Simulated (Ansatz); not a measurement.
# CH7BN2O: rotation by 180° about the N1–C2 bond, part 2 of 2

How high is the barrier for the rotation by 180° about the N1–C2 bond? Relax the two ends, then run a nudged elastic band between them. SMILES of the start: NCB(N)O.

Ansatz 0.2.0; RKS PBE0-D4/6-31G*.

## (4) More of the same log: end point B relaxed

The log, continued:

```text
mean field evaluation 96: about -6848.6343 eV, gradient 1.3e-1 eV
mean field -6848.63442796 eV, -251.6826730565 hartree, gradient 1.7e-5 eV, S^2 0.000000; 0 other end points of the search recorded, 0 dependent functions left out
the calculation of the forces begins
reference -6848.63444587 eV, -251.6826737144 hartree; 20, 20 occupied and 69, 69 virtual orbitals, 1028 factors
relax step  13: F+E_penalty+E_count = -6848.79801892 eV  Δ(F+E_penalty+E_count) = -1.424e-2 eV  max|allowed force component| = 1.142e-1 eV/Å  Δτ_max = 0.1017 Å  (28 SCF iters, accepted)
these checks for a lower state are left out or cut short: starts, cluster_reference, orbital_swaps, neighbouring_geometries, increment
1028 factors; integrals over basis functions are off by at most 3.8e-4 eV
mean field -6848.63493020 eV, -251.6826915135 hartree, gradient 8.9e-6 eV, S^2 0.000000; 0 other end points of the search recorded, 0 dependent functions left out
the calculation of the forces begins
reference -6848.63494813 eV, -251.6826921724 hartree; 20, 20 occupied and 69, 69 virtual orbitals, 1028 factors
relax step  14: F+E_penalty+E_count = -6848.79829296 eV  Δ(F+E_penalty+E_count) = -2.740e-4 eV  max|allowed force component| = 2.137e-1 eV/Å  Δτ_max = 0.0329 Å  (29 SCF iters, accepted)
these checks for a lower state are left out or cut short: starts, cluster_reference, orbital_swaps, neighbouring_geometries, increment
1028 factors; integrals over basis functions are off by at most 3.8e-4 eV
mean field -6848.63735973 eV, -251.6827807968 hartree, gradient 8.9e-6 eV, S^2 0.000000; 0 other end points of the search recorded, 0 dependent functions left out
the calculation of the forces begins
reference -6848.63737756 eV, -251.6827814523 hartree; 20, 20 occupied and 69, 69 virtual orbitals, 1028 factors
relax step  15: F+E_penalty+E_count = -6848.80083271 eV  Δ(F+E_penalty+E_count) = -2.540e-3 eV  max|allowed force component| = 1.451e-1 eV/Å  Δτ_max = 0.0481 Å  (28 SCF iters, accepted)
these checks for a lower state are left out or cut short: starts, cluster_reference, orbital_swaps, neighbouring_geometries, increment
1028 factors; integrals over basis functions are off by at most 3.8e-4 eV
mean field -6848.63973416 eV, -251.6828680557 hartree, gradient 9.0e-6 eV, S^2 0.000000; 0 other end points of the search recorded, 0 dependent functions left out
the calculation of the forces begins
reference -6848.63975194 eV, -251.6828687090 hartree; 20, 20 occupied and 69, 69 virtual orbitals, 1028 factors
relax step  16: F+E_penalty+E_count = -6848.80327801 eV  Δ(F+E_penalty+E_count) = -2.445e-3 eV  max|allowed force component| = 3.236e-2 eV/Å  Δτ_max = 0.0409 Å  (28 SCF iters, accepted)
these checks for a lower state are left out or cut short: starts, cluster_reference, orbital_swaps, neighbouring_geometries, increment
1028 factors; integrals over basis functions are off by at most 3.8e-4 eV
mean field evaluation 128: about -6848.6404 eV, gradient 8.9e-6 eV
mean field -6848.64037455 eV, -251.6828915894 hartree, gradient 8.9e-6 eV, S^2 0.000000; 0 other end points of the search recorded, 0 dependent functions left out
the calculation of the forces begins
reference -6848.64039229 eV, -251.6828922414 hartree; 20, 20 occupied and 69, 69 virtual orbitals, 1028 factors
relax step  17: F+E_penalty+E_count = -6848.80388388 eV  Δ(F+E_penalty+E_count) = -6.059e-4 eV  max|allowed force component| = 3.606e-2 eV/Å  Δτ_max = 0.0401 Å  (28 SCF iters, accepted)
these checks for a lower state are left out or cut short: starts, cluster_reference, orbital_swaps, neighbouring_geometries, increment
1028 factors; integrals over basis functions are off by at most 3.8e-4 eV
mean field -6848.64056990 eV, -251.6828987685 hartree, gradient 9.0e-6 eV, S^2 0.000000; 0 other end points of the search recorded, 0 dependent functions left out
the calculation of the forces begins
reference -6848.64058764 eV, -251.6828994203 hartree; 20, 20 occupied and 69, 69 virtual orbitals, 1028 factors
relax step  18: F+E_penalty+E_count = -6848.80408737 eV  Δ(F+E_penalty+E_count) = -2.035e-4 eV  max|allowed force component| = 2.767e-2 eV/Å  Δτ_max = 0.0228 Å  (28 SCF iters, accepted)
these checks for a lower state are left out or cut short: starts, cluster_reference, orbital_swaps, neighbouring_geometries, increment
1028 factors; integrals over basis functions are off by at most 3.8e-4 eV
mean field -6848.64064297 eV, -251.6829014539 hartree, gradient 1.7e-5 eV, S^2 0.000000; 0 other end points of the search recorded, 0 dependent functions left out
the calculation of the forces begins
reference -6848.64066071 eV, -251.6829021058 hartree; 20, 20 occupied and 69, 69 virtual orbitals, 1028 factors
relax step  19: F+E_penalty+E_count = -6848.80415638 eV  Δ(F+E_penalty+E_count) = -6.901e-5 eV  max|allowed force component| = 1.120e-2 eV/Å  Δτ_max = 0.0084 Å  (21 SCF iters, accepted)
1028 factors; integrals over basis functions are off by at most 3.8e-4 eV
mean field -6848.64064297 eV, -251.6829014539 hartree, gradient 1.7e-5 eV, S^2 0.000000; 1 other end points of the search recorded, 0 dependent functions left out
the calculation of the forces begins
reference -6848.64066071 eV, -251.6829021058 hartree; 20, 20 occupied and 69, 69 virtual orbitals, 1028 factors
Total energy: -6848.80417412 eV, -251.6889111128 hartree
Atom 0 at    -1.208711     0.849611     1.153488 Å, force    -0.000872    -0.010113     0.001718 eV/Å
Atom 1 at    -0.646337    -0.363908     0.538237 Å, force     0.005923     0.011197    -0.006490 eV/Å
Atom 2 at    -1.070281    -1.766101     1.177065 Å, force     0.005936    -0.008893    -0.004367 eV/Å
Atom 3 at    -0.596006    -2.987358     0.664452 Å, force    -0.000987     0.007617     0.002754 eV/Å
Atom 4 at    -1.920175    -1.808234     2.258108 Å, force     0.000173     0.007164    -0.002850 eV/Å
Atom 5 at    -0.939317     0.917758     2.131507 Å, force    -0.000737    -0.000160    -0.003322 eV/Å
Atom 6 at    -2.224794     0.836022     1.118356 Å, force     0.004877     0.000532    -0.001958 eV/Å
Atom 7 at     0.447949    -0.257946     0.551127 Å, force    -0.010634    -0.001591    -0.000223 eV/Å
Atom 8 at    -0.907683    -0.339126    -0.529421 Å, force     0.000818    -0.001193     0.010445 eV/Å
Atom 9 at     0.029502    -3.056033    -0.120882 Å, force    -0.003068     0.002175     0.002009 eV/Å
Atom 10 at    -0.858347    -3.875035     1.064264 Å, force    -0.001469    -0.000013     0.001351 eV/Å
Atom 11 at    -2.162100    -0.903900     2.498439 Å, force     0.000040    -0.006722     0.000934 eV/Å
Dipole moment:     0.031790    -0.141958    -0.025964 e Å
```

Wall time 79 s (1 thread of Arm Neoverse V2, shared host); peak memory 0.18 GiB.

Relaxation path:

```tsv
step	energy from step 1 (eV)	largest force component (eV/Å)
1	0.0000	5.4950
2	-0.7866	1.7234
3	-1.0004	1.9760
4	-1.1059	1.4585
5	-1.1903	0.7471
6	-1.3160	0.6530
7	-1.4258	1.1433
8	-1.5563	0.6433
9x	-1.4463	1.3865
10	-1.6187	0.8602
11	-1.6376	0.5288
12	-1.6548	0.4665
13	-1.6691	0.1142
14	-1.6693	0.2137
15	-1.6719	0.1451
16	-1.6743	0.0324
17	-1.6749	0.0361
18	-1.6751	0.0277
19	-1.6752	0.0112
```

Step 1 is the start. 1 step was tried and not accepted (marked x).

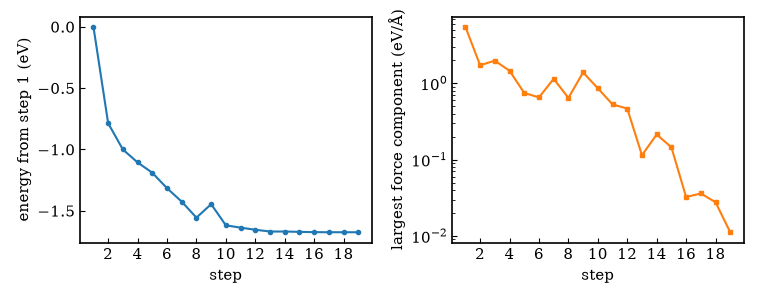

Energy and largest force along the relaxation.

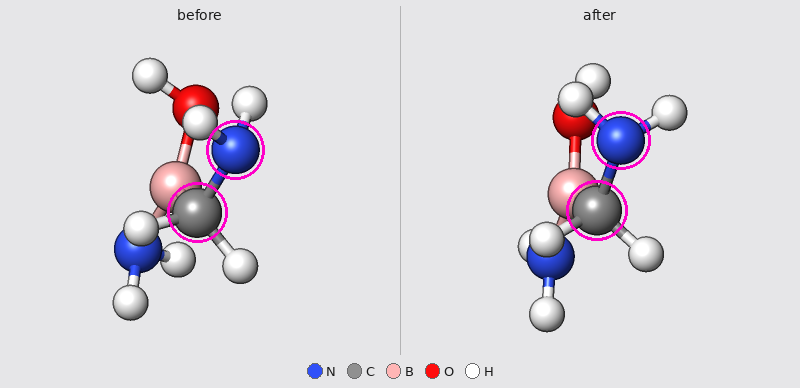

The structure before (left) and after (right), drawn at the same scale.

After: Bond lengths: N1–C2 1.472 Å, C2–B3 1.598 Å, B3–N4 1.407 Å, B3–O5 1.376 Å, N1–H6 1.017 Å, N1–H7 1.017 Å, C2–H8 1.099 Å, C2–H9 1.099 Å, N4–H10 1.006 Å, N4–H11 1.008 Å, O5–H12 0.966 Å. Angles (14 of 16 angles, heavy atoms first): N1–C2–B3 117.1°, C2–B3–N4 121.8°, C2–B3–O5 120.3°, N4–B3–O5 117.9°, N1–C2–H8 107.2°, N1–C2–H9 107.2°, B3–C2–H8 110.1°, B3–C2–H9 110.2°, C2–N1–H6 110.9°, C2–N1–H7 110.9°, B3–N4–H10 123.6°, B3–N4–H11 122.1°, B3–O5–H12 108.7°, H8–C2–H9 104.2°.

## (5) The band

crystal.atoms is end A as relaxed above, and neb.final_atoms is end B, turned to lie on A. With 7 inner images the band has 9 in all.

File input.yaml:

```yaml
crystal:
  periodic: [false, false, false]
  atoms:
    - { symbol: "N", position_ang: [-1.292957, 0.906642, 0.768929] }
    - { symbol: C, position_ang: [-0.61698, -0.364748, 0.461493] }
    - { symbol: B, position_ang: [0.589057, -0.04567, -0.540103] }
    - { symbol: "N", position_ang: [1.650916, -0.938752, -0.772007] }
    - { symbol: O, position_ang: [0.53701, 1.153775, -1.192641] }
    - { symbol: H, position_ang: [-0.765308, 1.410767, 1.476338] }
    - { symbol: H, position_ang: [-2.216172, 0.749887, 1.162373] }
    - { symbol: H, position_ang: [-1.336688, -0.998912, -0.074659] }
    - { symbol: H, position_ang: [-0.315536, -0.94019, 1.352654] }
    - { symbol: H, position_ang: [1.741864, -1.827561, -0.309769] }
    - { symbol: H, position_ang: [2.381088, -0.738888, -1.437458] }
    - { symbol: H, position_ang: [-0.279294, 1.57855, -0.861249] }
basis:
  gaussian: { orbitals: "6-31G*" }
hamiltonian:
  xc: pbe0
  dispersion: d4
neb:
  order_check: false
  images: 7
  f_tol: 0.05
  max_iterations: 57
  initial_path: idpp
  final_atoms:
    - { symbol: "N", position_ang: [-1.54782379, 0.61728799, 0.95632654] }
    - { symbol: C, position_ang: [-0.59714613, -0.43751167, 0.56769262] }
    - { symbol: B, position_ang: [0.58974103, -0.01936726, -0.41741096] }
    - { symbol: "N", position_ang: [1.55657149, -0.94629148, -0.84779206] }
    - { symbol: O, position_ang: [0.69154068, 1.27511097, -0.87206677] }
    - { symbol: H, position_ang: [-2.01274814, 1.00454254, 0.13924786] }
    - { symbol: H, position_ang: [-1.06870598, 1.38224137, 1.42444622] }
    - { symbol: H, position_ang: [-1.18288933, -1.25722279, 0.12742618] }
    - { symbol: H, position_ang: [-0.18801674, -0.86507466, 1.49430609] }
    - { symbol: H, position_ang: [1.56273577, -1.91357988, -0.57022918] }
    - { symbol: H, position_ang: [2.30657425, -0.689012, -1.4706452] }
    - { symbol: H, position_ang: [-0.03283312, 1.79377687, -0.49740033] }
```

On the command line:

```
> ansatz run input.yaml --threads 1 --pin off --max-ram 2048MiB --backend cpu --events-out ev --progress --plain --runs-dir out
```

What it wrote, cut to the lines that bear on the results:

```text
Warning: RAYON_NUM_THREADS=1 ignored (pool sized by the plan → 1); use --threads N
[...]
[... 1 set-up line as earlier in the session ...]
[...]
1024 factors; integrals over basis functions are off by at most 3.3e-4 eV
[...]
mean field -6848.87241408 eV, -251.6914188849 hartree, gradient 2.6e-5 eV, S^2 0.000000; 0 other end points of the search recorded, 0 dependent functions left out
[...]
reference -6848.87243253 eV, -251.6914195630 hartree; 20, 20 occupied and 69, 69 virtual orbitals, 1024 factors
1024 factors; integrals over basis functions are off by at most 3.4e-4 eV
[...]
mean field -6848.64062405 eV, -251.6829007583 hartree, gradient 2.4e-5 eV, S^2 0.000000; 0 other end points of the search recorded, 0 dependent functions left out
[...]
reference -6848.64064188 eV, -251.6829014139 hartree; 20, 20 occupied and 69, 69 virtual orbitals, 1024 factors
[...]
Atom 2 at     0.648756     0.006826    -0.362937 Å, force     0.009571     0.007253    -0.011905 eV/Å
Atom 3 at     1.558664    -1.011820    -0.705270 Å, force    -0.009610    -0.009108    -0.001892 eV/Å
Atom 4 at     1.055219     1.296807    -0.622784 Å, force     0.000360     0.000210     0.005714 eV/Å
Atom 5 at    -1.283013     1.611932     0.493943 Å, force    -0.004842    -0.000626    -0.005253 eV/Å
Atom 6 at    -1.872984     0.662660     1.657782 Å, force    -0.006624     0.002554    -0.006631 eV/Å
Atom 7 at    -1.269009    -1.060018    -0.420352 Å, force     0.004836     0.003175     0.005105 eV/Å
Atom 8 at    -0.533646    -1.019780     1.157711 Å, force    -0.003493     0.012054    -0.007372 eV/Å
Atom 9 at     1.371656    -1.992698    -0.580678 Å, force    -0.000132     0.001246     0.000961 eV/Å
Atom 10 at     2.443966    -0.809981    -1.143226 Å, force    -0.000839     0.004232     0.000733 eV/Å
Atom 11 at     0.392857     1.954283    -0.388955 Å, force    -0.002129    -0.003515     0.004266 eV/Å
Dipole moment:     0.165531    -0.101770     0.216853 e Å
this run last wrote the band of iteration 7 to <dir>
```

Run time: 3.2 min. Hardware: 1 thread of Arm Neoverse V2, shared host; peak memory 0.18 GiB.

## (6) Images and barrier

The 7 inner images lie between the fixed ends 0 and 8. Energy is taken from image 0, and the path length is the program's own coordinate along the band.

```tsv
image	path (Å)	energy (eV)	dihedral H7–N1–C2–B3 (°)	band force (eV/Å)
0	0.000	0.0000	163	-
1	0.382	0.0312	174	0.039
2	0.763	0.1212	-171	0.030
3	1.145	0.2453	-154	0.042
4	1.527	0.3583	-137	0.029
5*	1.908	0.4021	-120	0.017
6	2.377	0.3509	-97	0.025
7	2.846	0.2678	-76	0.012
8	3.314	0.2329	-59	-
```

The star marks the climbing image.

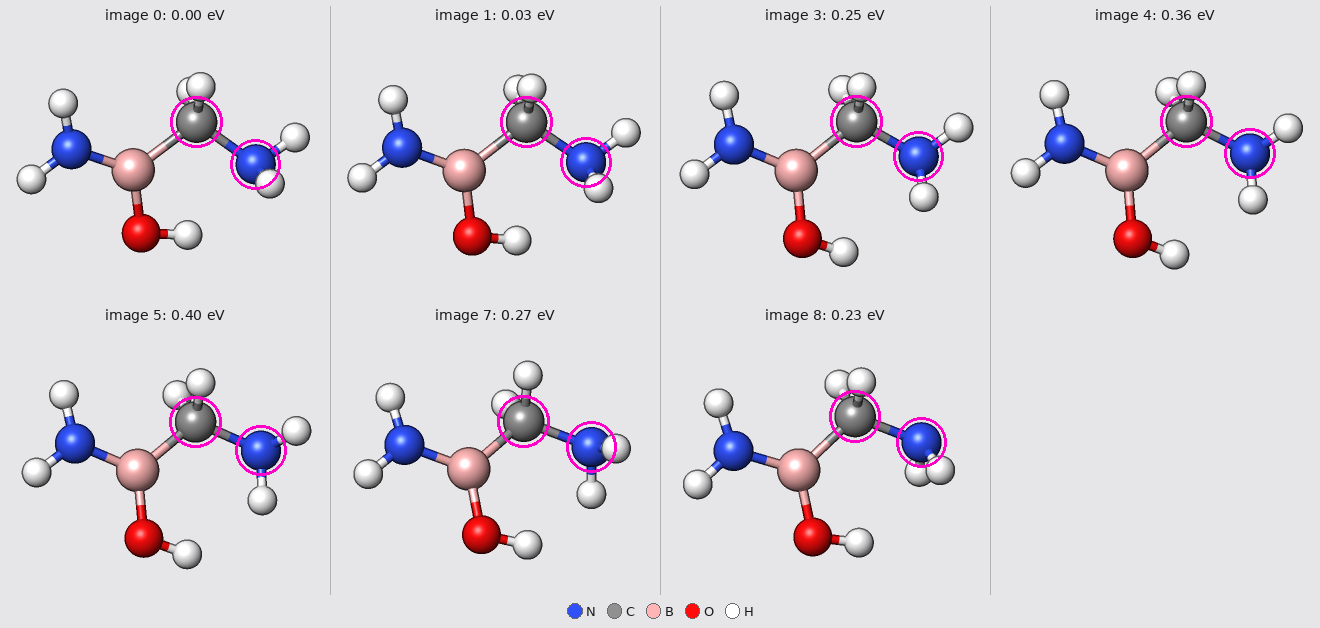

The images of the last band, seen from a chosen angle. Ringed: N1, C2. Sticks join atoms closer than a bonding distance in each image.

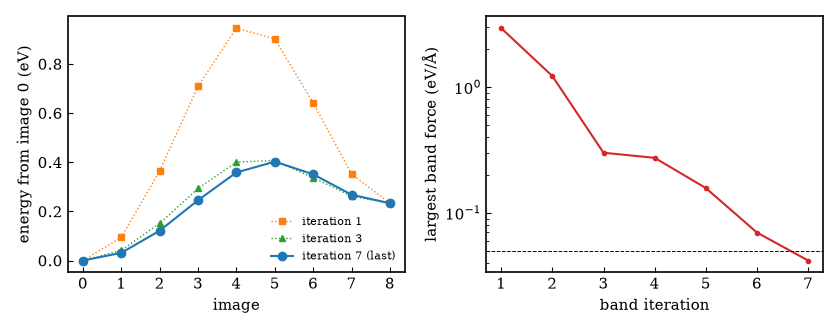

Left: energy of each image for early iterations and the last one (lines only join the points; early values far above the last band run off the scale). Right: the largest band force by iteration, with the threshold dashed.

How the highest energy settled:

```tsv
iteration	highest image above image 0 (eV)	largest band force (eV/Å)
1	0.9455	2.952
2	0.5187	1.226
3	0.4069	0.301
4	0.4068	0.274
5	0.4034	0.157
6	0.4029	0.070
7	0.4021	0.042
```

Positions of all images (Å):

```xyz
12
image=0 dE=0.0000
N    -1.293    0.907    0.769
C    -0.617   -0.365    0.461
B     0.589   -0.046   -0.540
N     1.651   -0.939   -0.772
O     0.537    1.154   -1.193
H    -0.765    1.411    1.476
H    -2.216    0.750    1.162
H    -1.337   -0.999   -0.075
H    -0.316   -0.940    1.353
H     1.742   -1.828   -0.310
H     2.381   -0.739   -1.437
H    -0.279    1.579   -0.861
12
image=1 dE=0.0312
N    -1.382    0.869    0.709
C    -0.633   -0.368    0.444
B     0.610   -0.024   -0.499
N     1.626   -0.961   -0.763
O     0.677    1.227   -1.050
H    -0.828    1.474    1.310
H    -2.235    0.673    1.226
H    -1.299   -1.058   -0.091
H    -0.315   -0.905    1.356
H     1.619   -1.899   -0.399
H     2.392   -0.760   -1.386
H    -0.155    1.676   -0.823
12
image=2 dE=0.1212
N    -1.468    0.827    0.679
C    -0.665   -0.372    0.415
B     0.615   -0.013   -0.464
N     1.591   -0.984   -0.752
O     0.804    1.265   -0.932
H    -0.883    1.534    1.114
H    -2.195    0.628    1.362
H    -1.288   -1.089   -0.140
H    -0.344   -0.906    1.329
H     1.519   -1.943   -0.458
H     2.393   -0.782   -1.328
H    -0.002    1.780   -0.790
12
image=3 dE=0.2453
N    -1.554    0.782    0.664
C    -0.701   -0.377    0.377
B     0.619   -0.005   -0.435
N     1.564   -1.001   -0.742
O     0.912    1.282   -0.822
H    -0.977    1.582    0.909
H    -2.113    0.611    1.496
H    -1.284   -1.101   -0.212
H    -0.389   -0.926    1.284
H     1.444   -1.972   -0.506
H     2.399   -0.800   -1.269
H     0.157    1.870   -0.710
12
image=4 dE=0.3583
N    -1.628    0.736    0.659
C    -0.733   -0.381    0.332
B     0.632    0.001   -0.400
N     1.554   -1.012   -0.723
O     0.998    1.289   -0.721
H    -1.118    1.613    0.698
H    -2.003    0.624    1.595
H    -1.276   -1.091   -0.310
H    -0.455   -0.965    1.226
H     1.396   -1.989   -0.544
H     2.416   -0.811   -1.206
H     0.295    1.928   -0.572
12
image=5 dE=0.4021
N    -1.680    0.693    0.663
C    -0.756   -0.386    0.285
B     0.649    0.007   -0.363
N     1.559   -1.012   -0.705
O     1.055    1.297   -0.623
H    -1.283    1.612    0.494
H    -1.873    0.663    1.658
H    -1.269   -1.060   -0.420
H    -0.534   -1.020    1.158
H     1.372   -1.993   -0.581
H     2.444   -0.810   -1.143
H     0.393    1.954   -0.389
12
image=6 dE=0.3509
N    -1.697    0.655    0.689
C    -0.775   -0.400    0.239
B     0.666    0.004   -0.320
N     1.575   -1.004   -0.693
O     1.078    1.306   -0.496
H    -1.469    1.561    0.289
H    -1.648    0.767    1.695
H    -1.281   -0.993   -0.540
H    -0.638   -1.106    1.069
H     1.369   -1.987   -0.630
H     2.478   -0.793   -1.089
H     0.419    1.934   -0.181
12
image=7 dE=0.2678
N    -1.676    0.636    0.730
C    -0.791   -0.415    0.206
B     0.674   -0.007   -0.285
N     1.587   -0.991   -0.707
O     1.084    1.305   -0.342
H    -1.643    1.475    0.157
H    -1.399    0.904    1.668
H    -1.315   -0.912   -0.625
H    -0.720   -1.191    0.980
H     1.376   -1.975   -0.710
H     2.506   -0.763   -1.052
H     0.394    1.881    0.012
12
image=8 dE=0.2329
N    -1.646    0.551    0.823
C    -0.670   -0.480    0.435
B     0.638    0.011   -0.341
N     1.637   -0.890   -0.753
O     0.815    1.345   -0.627
H    -1.998    1.042    0.005
H    -1.218    1.244    1.431
H    -1.208   -1.228   -0.166
H    -0.387   -1.021    1.350
H     1.594   -1.882   -0.590
H     2.463   -0.586   -1.245
H     0.058    1.839   -0.288
```

## (7) Vibrations at the top

The geometry is the highest inner image of the first converged band.

File input.yaml:

```yaml
crystal:
  periodic: [false, false, false]
  atoms:
    - { symbol: "N", position_ang: [-1.679533, 0.692753, 0.663274] }
    - { symbol: C, position_ang: [-0.755935, -0.386064, 0.285393] }
    - { symbol: B, position_ang: [0.648756, 0.006826, -0.362937] }
    - { symbol: "N", position_ang: [1.558664, -1.01182, -0.70527] }
    - { symbol: O, position_ang: [1.055219, 1.296807, -0.622784] }
    - { symbol: H, position_ang: [-1.283013, 1.611932, 0.493943] }
    - { symbol: H, position_ang: [-1.872984, 0.66266, 1.657782] }
    - { symbol: H, position_ang: [-1.269009, -1.060018, -0.420352] }
    - { symbol: H, position_ang: [-0.533646, -1.01978, 1.157711] }
    - { symbol: H, position_ang: [1.371656, -1.992698, -0.580678] }
    - { symbol: H, position_ang: [2.443966, -0.809981, -1.143226] }
    - { symbol: H, position_ang: [0.392857, 1.954283, -0.388955] }
basis:
  gaussian: { orbitals: "6-31G*" }
hamiltonian:
  xc: pbe0
  dispersion: d4
phonons: {}
```

On the command line:

```
> ansatz run input.yaml --threads 1 --pin off --max-ram 2048MiB --backend cpu --events-out ev --progress --plain --runs-dir out
```

What it wrote, cut to the lines that bear on the results:

```text
Warning: RAYON_NUM_THREADS=1 ignored (pool sized by the plan → 1); use --threads N
[...]
[... 1 set-up line as earlier in the session ...]
[...]
1027 factors; integrals over basis functions are off by at most 3.6e-4 eV
[...]
mean field -6848.47262684 eV, -251.6767269748 hartree, gradient 1.6e-5 eV, S^2 0.000000; 0 other end points of the search recorded, 0 dependent functions left out
[...]
reference -6848.47264484 eV, -251.6767276363 hartree; 20, 20 occupied and 69, 69 virtual orbitals, 1027 factors
[...]
1027 factors; integrals over basis functions are off by at most 3.6e-4 eV
mean field -6848.47254783 eV, -251.6767240712 hartree, gradient 2.3e-6 eV, S^2 0.000000; 0 other end points of the search recorded, 0 dependent functions left out
[...]
reference -6848.47256583 eV, -251.6767247328 hartree; 20, 20 occupied and 69, 69 virtual orbitals, 1027 factors
[...]
1027 factors; integrals over basis functions are off by at most 3.6e-4 eV
[...]
WARN: phonons: modes at or below zero, which the zero-point energy, F, S and C_V leave out: 2, the lowest at -374.88 cm⁻¹. A minimum has none, and a first-order saddle one
[...]
Atom 4 at     1.055219     1.296807    -0.622784 Å, force     0.000190     0.000134     0.005806 eV/Å
Atom 5 at    -1.283013     1.611932     0.493943 Å, force    -0.004798    -0.000707    -0.005355 eV/Å
Atom 6 at    -1.872984     0.662660     1.657782 Å, force    -0.006651     0.002647    -0.006601 eV/Å
Atom 7 at    -1.269009    -1.060018    -0.420352 Å, force     0.004810     0.003187     0.005100 eV/Å
Atom 8 at    -0.533646    -1.019780     1.157711 Å, force    -0.003558     0.012052    -0.007323 eV/Å
Atom 9 at     1.371656    -1.992698    -0.580678 Å, force    -0.000073     0.001191     0.000950 eV/Å
Atom 10 at     2.443966    -0.809981    -1.143226 Å, force    -0.000844     0.004200     0.000720 eV/Å
Atom 11 at     0.392857     1.954283    -0.388955 Å, force    -0.002214    -0.003653     0.004372 eV/Å
Dipole moment:     0.165533    -0.101770     0.216852 e Å
Vibrations: -374.88 -103.40 242.70 333.25 363.42 406.26 418.48 489.79 588.33 716.67 839.99 876.68 907.52 1012.44 1119.70 1170.76 1280.16 1313.46 1408.76 1457.51 1520.04 1665.30 1713.13 3016.72 3049.81 3527.60 3622.89 3649.91 3754.75 3874.32 cm⁻¹, zero-point energy 2.748753 eV
```

Wall time 3 min (1 thread of Arm Neoverse V2, shared host); peak memory 0.18 GiB.

Of 30 modes, 2 are imaginary by more than 30 cm⁻¹ (375i, 103i cm⁻¹).

## (8) Results

The summary covers parts 1 to 2.

```
                    quantity                     value
                       end A  11 moves, 1.922 eV lower
                       end B  17 moves, 1.675 eV lower
            barrier forwards                   0.40 eV
           barrier backwards                   0.17 eV
second end relative to first                 +0.233 eV
               highest image     5 of 0 to 8, climbing
             band iterations                         7
  imaginary modes at the top           375i, 103i cm⁻¹
```

**Reading.** The top lies 0.40 eV above the first end, or 16 kT at room temperature; with a typical attempt rate of 10^13 per second that is roughly 10^6 events a second. Going back costs 0.17 eV, since the second end is 0.23 eV above the first. The listed dihedral goes from 163° at end A through -120° at the highest image to -59° at end B; the relaxed ends differ by 138° in it rather than the 180° set up, and other torsions can move along the band as well. 2 imaginary modes mean a saddle of higher order, so a lower path exists. Zero-point energy and entropy are left out.
